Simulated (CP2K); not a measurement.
**GFN2-xTB run of C2HBF2 (SMILES C#CB(F)F)**

Aim: the vertical ionisation energy of C2HBF2 at GFN2-xTB, from 2 runs. 

The results are computed with CP2K 2026.2.

1 further run of the same task is left out (set aside as unsound or not needed).

## Step 1: The structure to begin with

C2HBF2 has 6 atoms, charge 0, and is taken as a singlet. As SMILES, `C#CB(F)F`. The shape is that of a PBE0-D4/def2-TZVP optimisation.

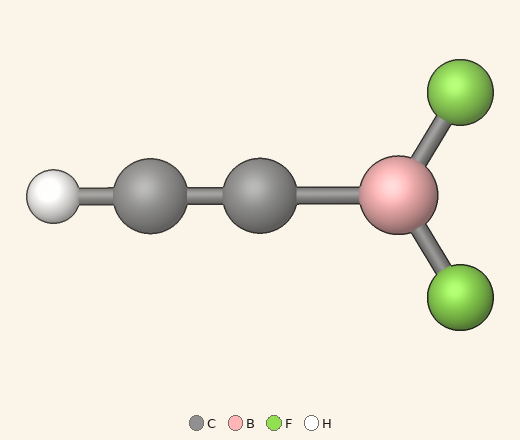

The structure, seen from a chosen angle (carbon grey, boron pink, fluorine green, hydrogen white).

## Step 2: Energy and gradient at GFN2-xTB

Input file qs.inp:

```
&GLOBAL
  PROJECT_NAME qs
  RUN_TYPE ENERGY_FORCE
  PRINT_LEVEL MEDIUM
&END
&FORCE_EVAL
  METHOD QUICKSTEP
  &DFT
    CHARGE 0
    MULTIPLICITY 1
    ! Quickstep
    &QS
      METHOD XTB
      EPS_DEFAULT 1.0E-10
      &XTB
        GFN_TYPE TBLITE
        &TBLITE
          METHOD GFN2
        &END
        CHECK_ATOMIC_CHARGES F
      &END
    &END
    &POISSON
      PERIODIC NONE
      POISSON_SOLVER ANALYTIC
    &END
    &SCF
      SCF_GUESS ATOMIC
      EPS_SCF 1.0E-06
      MAX_SCF 150
      ADDED_MOS 4
      &DIAGONALIZATION
        ALGORITHM STANDARD
      &END
      &MIXING
        METHOD DIRECT_P_MIXING
        ALPHA 0.4
      &END
      &SMEAR ON
        METHOD FERMI_DIRAC
        ELECTRONIC_TEMPERATURE [K] 300
      &END
    &END
    ! extra output
    &PRINT
      &MOMENTS
        PERIODIC F
        REFERENCE COM
        MAX_MOMENT 1
      &END
      &MO ON
        ENERGIES T
        OCCUPATION_NUMBERS T
        NDIGITS 6
        &EACH
          QS_SCF 0
        &END
        ADD_LAST NUMERIC
      &END
      &HIRSHFELD OFF
      &END
    &END
  &END
  ! atoms, cell and kinds
  &SUBSYS
    &CELL
      ABC [angstrom] 19.3 17.9 19.9
      PERIODIC NONE
    &END
    &COORD
      C     -0.883700     0.450800     1.253400
      C     -0.218600     0.106200     0.311700
      B      0.622000    -0.329200    -0.878400
      F      0.153600    -1.179500    -1.766600
      F      1.841700     0.131700    -1.054100
      H     -1.473000     0.756000     2.087900
    &END
    &TOPOLOGY
      &CENTER_COORDINATES
      &END
    &END
  &END
  &PRINT
    &FORCES ON
    &END
  &END
&END
```

Command:

```
$ OMP_NUM_THREADS=1 cp2k.psmp -i qs.inp -o qs.out
```

Output:

```text
CP2K| version string:                                       CP2K version 2026.2
[...]
 GLOBAL| Method name                                                        CP2K
[...]
 GLOBAL| Run type                                                   ENERGY_FORCE
[...]
                             - Atoms:                                          6
[...]
                             - Spherical basis functions:                     21
[...]
 Number of electrons:                                                         26
[...]
  *** SCF run converged in    15 steps ***
[...]
  Fermi energy:                                                -0.31062511162388
[...]
 TB_DIPOLE| Moment [Debye]         -1.24066479       0.64332028       1.75743868
 TB_DIPOLE| Derivative [a.u.]       0.00000000       0.00000000       0.00000000
[...]
 ENERGY| Total FORCE_EVAL ( QS ) energy [hartree]            -15.507839673251924
 FORCES| Atomic forces [hartree/bohr]
 FORCES|   Atom     x               y               z               |f|
 FORCES|      1 -5.10362075E-03  2.63832825E-03  7.23293766E-03   9.23705082E-03
 FORCES|      2 -2.60883929E-05  2.08133446E-05  4.15675229E-05   5.33072089E-05
 FORCES|      3 -4.19670716E-03  2.10194640E-03  5.84348212E-03   7.49511928E-03
 FORCES|      4  4.36907355E-03  9.92999425E-04 -1.56523854E-03   4.74603237E-03
 FORCES|      5 -5.87544482E-04 -2.88423073E-03 -3.69599588E-03   4.72486835E-03
 FORCES|      6  5.54488724E-03 -2.86985669E-03 -7.85675288E-03   1.00354580E-02
 FORCES| Sum    -5.81132364E-17 -4.46691295E-17  1.49186219E-16
 FORCES| Total atomic force                                       1.66219756E-16
[...]
```

Wall time 0.46 s (1 thread of Arm Neoverse N1, shared host); peak memory 0.14 GiB.

## Step 3: The doublet cation at the same level

Input file qs.inp:

```
&FORCE_EVAL
   METHOD Quickstep
   &DFT
      CHARGE 1
      MULTIPLICITY 2
      UKS T
      # Quickstep
      &QS
         METHOD XTB
         EPS_DEFAULT 1.0E-10
         &XTB
            GFN_TYPE TBLITE
            &TBLITE
               METHOD GFN2
            &END TBLITE
            CHECK_ATOMIC_CHARGES F
         &END XTB
      &END QS
      &POISSON
         PERIODIC NONE
         POISSON_SOLVER ANALYTIC
      &END POISSON
      &SCF
         SCF_GUESS ATOMIC
         EPS_SCF 1.0E-06
         MAX_SCF 150
         ADDED_MOS 8
         &DIAGONALIZATION
            ALGORITHM STANDARD
         &END DIAGONALIZATION
         &MIXING
            METHOD DIRECT_P_MIXING
            ALPHA 0.4
         &END MIXING
      &END SCF
      # extra output
      &PRINT
         &MOMENTS
            PERIODIC F
            REFERENCE COM
            MAX_MOMENT 1
         &END MOMENTS
         &MO ON
            ENERGIES T
            OCCUPATION_NUMBERS T
            NDIGITS 6
            &EACH
               QS_SCF 0
            &END EACH
            ADD_LAST NUMERIC
         &END MO
         &HIRSHFELD OFF
         &END HIRSHFELD
      &END PRINT
   &END DFT
   &SUBSYS
      &CELL
         ABC 19.3 17.9 19.9
         PERIODIC NONE
      &END CELL
      &COORD
         C     -0.883700     0.450800     1.253400
         C     -0.218600     0.106200     0.311700
         B      0.622000    -0.329200    -0.878400
         F      0.153600    -1.179500    -1.766600
         F      1.841700     0.131700    -1.054100
         H     -1.473000     0.756000     2.087900
      &END COORD
      &TOPOLOGY
         &CENTER_COORDINATES
         &END CENTER_COORDINATES
      &END TOPOLOGY
   &END SUBSYS
   # extra output
   &PRINT
      &FORCES ON
      &END FORCES
   &END PRINT
&END FORCE_EVAL
&GLOBAL
   PROJECT qs
   RUN_TYPE ENERGY_FORCE
   PRINT_LEVEL MEDIUM
&END GLOBAL
```

Command:

```
$ OMP_NUM_THREADS=1 cp2k.psmp -i qs.inp > qs.out 2>&1
```

Output:

```text
CP2K| version string:                                       CP2K version 2026.2
[...]
 GLOBAL| Method name                                                        CP2K
[...]
 GLOBAL| Run type                                                   ENERGY_FORCE
[...]
                             - Atoms:                                          6
[...]
                             - Spherical basis functions:                     21
[...]
 Number of electrons:                                                         13
[...]
  *** SCF run converged in    27 steps ***
[...]
  Fermi energy:                                                -0.74826708852262
[...]
 TB_DIPOLE| Moment [Debye]         -3.09794139       1.60500950       4.38660181
 TB_DIPOLE| Derivative [a.u.]       0.00000000       0.00000000       0.00000000
[...]
 ENERGY| Total FORCE_EVAL ( QS ) energy [hartree]            -14.899482117974904
 FORCES| Atomic forces [hartree/bohr]
 FORCES|   Atom     x               y               z               |f|
 FORCES|      1 -5.95174775E-03  3.07523167E-03  8.41528914E-03   1.07562746E-02
 FORCES|      2  2.39567499E-03 -1.24392070E-03 -3.40355299E-03   4.34404999E-03
 FORCES|      3  2.33517421E-02 -1.21445666E-02 -3.31145435E-02   4.23009143E-02
 FORCES|      4  8.42006828E-04  1.09592899E-02  1.49788038E-02   1.85790090E-02
 FORCES|      5 -1.66990624E-02 -2.69146534E-03  7.53821913E-03   1.85182995E-02
 FORCES|      6 -3.93861381E-03  2.04543105E-03  5.58578441E-03   7.13424519E-03
 FORCES| Sum    -3.96384314E-16  1.93855348E-16 -7.37257477E-17
 FORCES| Total atomic force                                       4.47365518E-16
[...]
```

Run time: 0.57 s. Hardware: 1 thread of Arm Neoverse N1, shared host; peak memory 0.14 GiB.

## Step 4: What came out

At GFN2-xTB:

```
                                                 quantity         value
                             singlet C2HBF2: total energy  -15.50784 Eh
singlet C2HBF2: dipole moment (from atomic charges alone)        2.25 D
                              singlet C2HBF2: HOMO energy     -12.43 eV
                              singlet C2HBF2: LUMO energy      -7.56 eV
                            singlet C2HBF2: HOMO–LUMO gap       4.87 eV
                 singlet C2HBF2: largest force on an atom    0.516 eV/Å
                             doublet cation: total energy  -14.89948 Eh
       doublet cation: HOMO energy (highest over α and β)     -20.39 eV
        doublet cation: LUMO energy (lowest over α and β)     -20.34 eV
                 doublet cation: largest force on an atom    2.175 eV/Å
       vertical ionisation energy (to the doublet cation)     16.554 eV
```

In words: The vertical ionisation energy comes to 16.55 eV (1597 kJ/mol). The largest force (singlet C2HBF2) is 0.52 eV/Å: the shape isn't a stationary point for this species at this level. xTB total energies overstate such differences by several eV unless an empirical shift is taken off; none is applied here. The dipole (singlet C2HBF2) comes from point charges on the atoms alone, without atomic dipoles, so it is partial.
